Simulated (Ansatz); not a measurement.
The calculation's input:

```
crystal:
  periodic: [false, false, false]
  atoms:
    - { symbol: "N", position_ang: [-0.7647, -1.9259, -0.0452] }
    - { symbol: Ge, position_ang: [0.5835, -0.7003, 0.2815] }
    - { symbol: Cl, position_ang: [2.5809, -1.457, 0.296] }
    - { symbol: "N", position_ang: [0.5566, 0.7629, -0.8857] }
    - { symbol: Ge, position_ang: [0.0796, 1.6024, 0.7015] }
    - { symbol: H, position_ang: [-1.6989, -1.3228, 0.0528] }
    - { symbol: H, position_ang: [-0.719, -2.1417, -1.0616] }
    - { symbol: H, position_ang: [-0.3783, 0.6729, -1.4109] }
    - { symbol: H, position_ang: [-1.4252, 1.9813, 0.8425] }
    - { symbol: H, position_ang: [1.2685, 2.4769, 1.2319] }
basis:
  gaussian: { orbitals: def2-SVP }
hamiltonian:
  xc: b3lyp
  dispersion: d4
relax:
  f_tol: 0.015
  max_steps: 40
output:
  orbitals: {}
```

Launched as:

```sh
ansatz run input.yaml --threads 2 --pin off --max-ram 3072MiB --backend cpu --events-out ev --progress --plain --runs-dir out
```

The fields are those of the run's last geometry, not of the input's.

These are results of Ansatz 0.2.0, RKS B3LYP-D4/def2-SVP, not measurements.

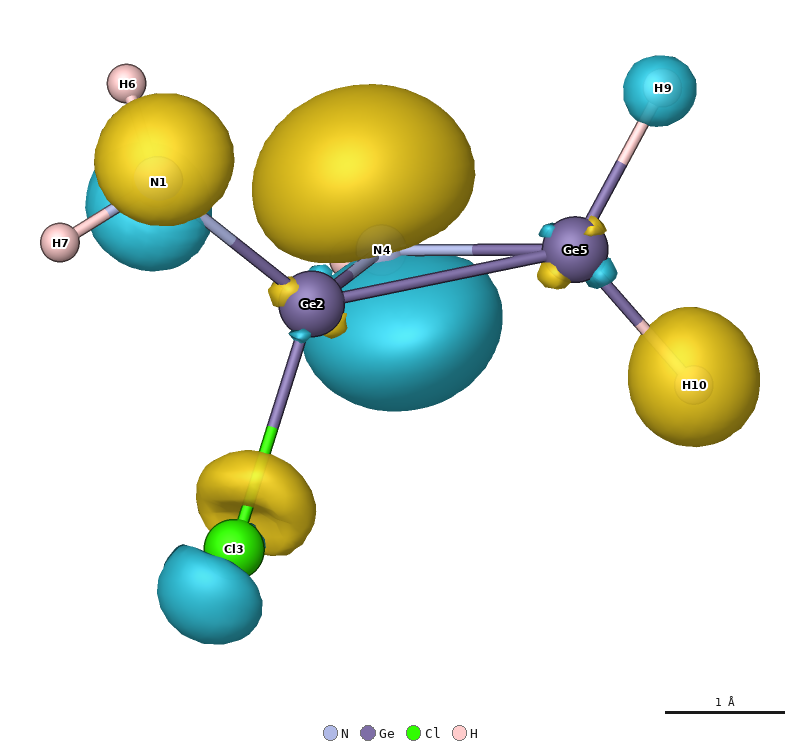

ClGe2H5N2 (SMILES [NH2][Ge]1([Cl])[NH][GeH2]1). The HOMO−1 at ±0.15 Å⁻³ᐟ² (yellow and cyan are the two phases), seen at a tilt.

> Where does this orbital lie, and at what energy?

It lies mainly on N4 (about 50 %), N1 (about 10 %), Ge5 (about 10 %), Ge2 (about 10 %) and Cl3 (about 5 %). Its energy is −6.92 eV.
